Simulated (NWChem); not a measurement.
# C2H5O (ethoxy radical) at 4 levels

Wanted: a comparison of 4 runs (UHF/STO-3G, UHF/3-21G, UB3LYP/6-31G*) of C2H5O (ethoxy radical). 

The calculation is run with NWChem 7.3.0.

## 1. The structure to begin with

C2H5O: 8 atoms, total charge 0, spin state doublet. As SMILES, `CC[O]`. Geometry: relaxed at PBE0-D4/def2-TZVP.

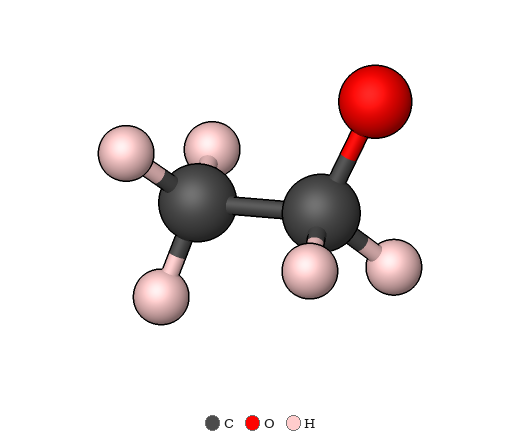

Viewed from a chosen angle; carbon dark grey, oxygen red, hydrogen pink.

## 2. Energy and forces at UHF/STO-3G (run 1)

c2h5o.nw

```
START c2h5o
TITLE "C2H5O gradient"
memory stack 880 mb heap 220 mb global 1100 mb
GEOMETRY units angstroms noautosym nocenter noautoz
  C     -0.448800     0.594100    -0.264500
  C      0.392800    -0.560600     0.239800
  O      1.676500    -0.263400     0.560000
  H     -1.464700     0.263300    -0.495200
  H     -0.010900     1.018500    -1.170000
  H     -0.505800     1.382200     0.488700
  H      0.422200    -1.394700    -0.489000
  H     -0.061300    -1.039300     1.130100
END
BASIS spherical bse
  * library STO-3G
END
SCF
  doublet
  uhf
  thresh 1e-08
  maxiter 80
END
TASK scf gradient
```

Command:

```
$ nwchem c2h5o.nw > c2h5o.out
```

Output:

```text
[...]
  functions       =    20
[...]
  wavefunction    = UHF
[...]
         Total SCF energy =   -151.535384598230
      One electron energy =   -354.731238989413
      Two electron energy =    128.683706370119
 Nuclear repulsion energy =     74.512148021064
                       Sz =      0.5000
                 Sz(Sz+1) =      0.7500
                      S^2 =      0.7549
[...]
                         UHF ENERGY GRADIENTS
    atom               coordinates                        gradient
                 x          y          z           x          y          z
   1 C      -0.848109   1.122686  -0.499833    0.017422  -0.022102   0.010148
   2 C       0.742284  -1.059380   0.453156    0.067175   0.064289   0.005903
   3 O       3.168126  -0.497754   1.058247   -0.086067  -0.025268  -0.020256
   4 H      -2.767882   0.497565  -0.935792   -0.006397  -0.001441  -0.001599
   5 H      -0.020598   1.924686  -2.210979    0.002410   0.001615  -0.004218
   6 H      -0.955823   2.611979   0.923509    0.000010   0.003356   0.003800
   7 H       0.797842  -2.635601  -0.924076    0.003115  -0.010506   0.001815
   8 H      -0.115840  -1.963992   2.135579    0.002332  -0.009944   0.004408
[...]
```

It took 2.8 s on 1 thread of Intel Xeon Platinum 8488C (Sapphire Rapids), shared host; peak memory 0.098 GiB.

## 3. Energy and gradient at UHF/3-21G (run 2)

run.nw

```
start run
memory 2200 mb
geometry units angstrom noautosym nocenter noautoz
C     -0.448800     0.594100    -0.264500
C      0.392800    -0.560600     0.239800
O      1.676500    -0.263400     0.560000
H     -1.464700     0.263300    -0.495200
H     -0.010900     1.018500    -1.170000
H     -0.505800     1.382200     0.488700
H      0.422200    -1.394700    -0.489000
H     -0.061300    -1.039300     1.130100
end
basis spherical bse
* library 3-21G
end
scf
doublet
uhf
thresh 1e-08
maxiter 80
print medium
end
task scf gradient
```

Command:

```
$ nwchem run.nw > run.out
```

Output:

```text
[...]
  functions       =    37
[...]
  wavefunction    = UHF
[...]
         Total SCF energy =   -152.610343920298
      One electron energy =   -354.878502936461
      Two electron energy =    127.756010995100
 Nuclear repulsion energy =     74.512148021064
                       Sz =      0.5000
                 Sz(Sz+1) =      0.7500
                      S^2 =      0.7565
[...]
                         UHF ENERGY GRADIENTS
    atom               coordinates                        gradient
                 x          y          z           x          y          z
   1 C      -0.848109   1.122686  -0.499833    0.006621  -0.010648   0.004369
   2 C       0.742284  -1.059380   0.453156    0.052238   0.044342   0.005888
   3 O       3.168126  -0.497754   1.058247   -0.053956  -0.017624  -0.012304
   4 H      -2.767882   0.497565  -0.935792   -0.006471  -0.001287  -0.001648
   5 H      -0.020598   1.924686  -2.210979    0.002183   0.001850  -0.004798
   6 H      -0.955823   2.611979   0.923509   -0.000472   0.003787   0.004040
   7 H       0.797842  -2.635601  -0.924076    0.001540  -0.011416  -0.003209
   8 H      -0.115840  -1.963992   2.135579   -0.001684  -0.009004   0.007662
[...]
```

It took 2.8 s on 1 thread of Intel Xeon Platinum 8488C (Sapphire Rapids), shared host; peak memory 0.098 GiB.

## 4. Energy and gradient at UB3LYP/6-31G(d) (spherical functions) (run 3)

c2h5o.nw

```
start c2h5o
memory total 2200 mb
charge 0

geometry units au noautosym nocenter noautoz
  C     -0.84810908     1.12268629    -0.49983256
  C      0.74228442    -1.05938047     0.45315632
  O      3.16812585    -0.49775386     1.05824663
  H     -2.76788185     0.49756489    -0.93579238
  H     -0.02059801     1.92468606    -2.21097957
  H     -0.95582347     2.61197945     0.92350916
  H      0.79784237    -2.63560103    -0.92407607
  H     -0.11584021    -1.96399236     2.13557949
end

basis spherical bse
  C library 6-31G*
  O library 6-31G*
  H library 6-31G*
end

dft
  xc b3lyp
  mult 2
  grid xfine
  convergence energy 1e-08
  iterations 100
  mulliken
  print low
end

task dft gradient
```

Command:

```
$ nwchem c2h5o.nw > c2h5o.out
```

Output:

```text
[...]
 d= 0,ls=0.0,diis     1   -154.2491453120 -2.29D+02  1.55D-02  1.50D-01     2.9
[...]
 d= 0,ls=0.0,diis    11   -154.3672841306 -5.12D-09  4.62D-07  1.31D-09    28.9
[...]
         Total DFT energy =     -154.367284130582
      One electron energy =     -356.461075279250
           Coulomb energy =      148.878022668200
    Exchange-Corr. energy =      -21.296374150551
 Nuclear repulsion energy =       74.512142631018
[...]
      <S2> =      0.7531 (Exact =     0.7500)
                         DFT ENERGY GRADIENTS
    atom               coordinates                        gradient
                 x          y          z           x          y          z
   1 C      -0.848109   1.122686  -0.499833    0.003010  -0.002799   0.001554
   2 C       0.742284  -1.059380   0.453156    0.003316   0.005917  -0.000349
   3 O       3.168126  -0.497754   1.058247   -0.009785  -0.002541  -0.002346
   4 H      -2.767882   0.497565  -0.935792    0.002396   0.000263   0.000660
   5 H      -0.020598   1.924686  -2.210980   -0.000848  -0.001164   0.001877
   6 H      -0.955823   2.611979   0.923509    0.000139  -0.001907  -0.001447
   7 H       0.797842  -2.635601  -0.924076    0.000320   0.001521   0.001866
   8 H      -0.115840  -1.963992   2.135579    0.001453   0.000711  -0.001815
 Task  times  cpu:       32.9s     wall:       32.9s
 Total times  cpu:       32.9s     wall:       32.9s
```

It took 34 s on 1 thread of Intel Xeon Platinum 8488C (Sapphire Rapids), shared host; peak memory 0.14 GiB.

## 5. Energy and gradient at UB3LYP/6-31G(d) (Cartesian functions) (run 4)

run.py

```python
from ase import Atoms
from ase.calculators.nwchem import NWChem

system = Atoms(['C', 'C', 'O', 'H', 'H', 'H', 'H', 'H'], positions=[
    [-0.448800, 0.594100, -0.264500],
    [0.392800, -0.560600, 0.239800],
    [1.676500, -0.263400, 0.560000],
    [-1.464700, 0.263300, -0.495200],
    [-0.010900, 1.018500, -1.170000],
    [-0.505800, 1.382200, 0.488700],
    [0.422200, -1.394700, -0.489000],
    [-0.061300, -1.039300, 1.130100],
])

calc = NWChem(
    label='c2h5o',
    theory='dft',
    memory='2200 mb',
    basis='6-31G*',
    dft={'xc': 'b3lyp', 'mult': '2', 'grid': 'xfine', 'convergence': 'energy 1e-08', 'iterations': '100', 'mulliken': None},
)
system.calc = calc

forces = system.get_forces()
print("Total energy (eV):", round(system.get_potential_energy(), 6))
print("forces (eV/A):")
for s, f in zip(system.symbols, forces):
    print(f"{s:2s} {f[0]:10.5f} {f[1]:10.5f} {f[2]:10.5f}")
```

Command:

```
$ export ASE_NWCHEM_COMMAND="nwchem PREFIX.nwi > PREFIX.nwo"
$ python run.py
```

Output:

```text
Total energy (eV): -4200.627352
forces (eV/A):
C    -0.14938    0.13951   -0.07734
C    -0.18928   -0.29804    0.01095
O     0.51983    0.13781    0.12403
H    -0.12038   -0.01301   -0.03317
H     0.04278    0.05800   -0.09441
H    -0.00689    0.09549    0.07307
H    -0.01949   -0.08042   -0.09503
H    -0.07713   -0.03934    0.09189
```

The calculator wrote c2h5o.nwi:

```
title "c2h5o"

permanent_dir c2h5o

scratch_dir c2h5o

start c2h5o

geometry units angstrom nocenter noautosym noautoz
  C  -4.4879999999999998e-01 5.9409999999999996e-01 -2.6450000000000001e-01
  C  3.9279999999999998e-01 -5.6059999999999999e-01 2.3980000000000001e-01
  O  1.6765000000000001e+00 -2.6340000000000002e-01 5.6000000000000005e-01
  H  -1.4646999999999999e+00 2.6329999999999998e-01 -4.9519999999999997e-01
  H  -1.0900000000000000e-02 1.0185000000000000e+00 -1.1699999999999999e+00
  H  -5.0580000000000003e-01 1.3822000000000001e+00 4.8870000000000002e-01
  H  4.2220000000000002e-01 -1.3947000000000001e+00 -4.8899999999999999e-01
  H  -6.1300000000000000e-02 -1.0392999999999999e+00 1.1301000000000001e+00
end

memory 2200 mb

basis noprint
   * library 6-31G*
end

dft
  xc b3lyp
  mult 2
  grid xfine
  convergence energy 1e-08
  iterations 100
  mulliken
end

task dft gradient
```

c2h5o.nwo:

```text
Northwest Computational Chemistry Package (NWChem) 7.3.0
             --------------------------------------------------------

           Job information
           ---------------

    nwchem branch   = 7.3.0
    use scalapack   = T
    input           = c2h5o.nwi
    prefix          = c2h5o.
    data base       = c2h5o/c2h5o.db
    status          = startup
    nproc           =        1

           Memory information
           ------------------

[... 5 lines left out ...]
    hardfail = no
[... 124 lines left out ...]
          Convergence on energy requested:  1.00D-08
[... 29 lines left out ...]
          total energy or number of iterations.
[... 82 lines left out ...]
      One electron energy =     -356.433986881082
[... 899 lines left out ...]
          Convergence on energy requested:  1.00D-08
[... 29 lines left out ...]
          total energy or number of iterations.
[... 36 lines left out ...]
                 ----------------------------------------
                 |  Time  |  1-e(secs)   |  2-e(secs)   |
                 ----------------------------------------
                 |  CPU   |       0.00   |       0.51   |
                 ----------------------------------------
                 |  WALL  |       0.00   |       0.51   |
                 ----------------------------------------

 Task  times  cpu:       35.8s     wall:       35.8s
 Total times  cpu:       35.8s     wall:       35.8s
```

Wall time 37 s (1 thread of Intel Xeon Platinum 8488C (Sapphire Rapids), shared host); peak memory 0.14 GiB.

## 6. The series

```tsv
run	level	iteration cap	module	energy (Eh)	dipole moment (D)	HOMO energy (eV)	LUMO energy (eV)	wall time
1	UHF/STO-3G	80	scf	-151.535385	1.31	-8.98	9.20	2.8 s
2	UHF/3-21G	80	scf	-152.610344	2.07	-11.40	4.07	2.8 s
3	UB3LYP/6-31G* (spherical functions)	100	dft	-154.367284	–	–	–	34 s
4	UB3LYP/6-31G* (Cartesian functions)	100	dft	-154.370209	1.96	-6.98	-3.51	37 s
```

## 7. What came out

| quantity | value |
| --- | --- |
| run 4: total energy | -154.37021 Eh |
| run 4: dipole moment | 1.96 D |
| run 4: HOMO energy (highest over α and β) | -6.98 eV |
| run 4: LUMO energy (lowest over α and β) | -3.51 eV |
| run 4: ⟨S²⟩ | 0.753 |
| run 4: largest force on an atom | 0.552 eV/Å |

In words: Over runs 1, 2, 4 the dipole moment (its size) runs from 1.31 D (UHF/STO-3G) to 2.07 D (UHF/3-21G). In run 1 the basis is minimal, so the values are rough. All runs together took 76 s, the longest 37 s.
